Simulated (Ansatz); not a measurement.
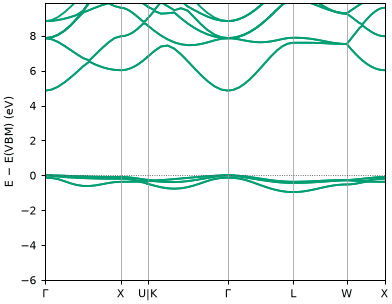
*Band structure from the program Ansatz at the PBEsol with spin–orbit coupling level (PAW)*

Q: Read off the gap and where the band edges lie.

A: About 4.9 eV (4.85 eV by a search for the band edges); maximum at Γ, minimum at Γ.

The material is RbCl (rock salt, Fm-3m).

Symmetry was held in the PBEsol relaxation.

Potentials: the later of the program's two PAW sets.
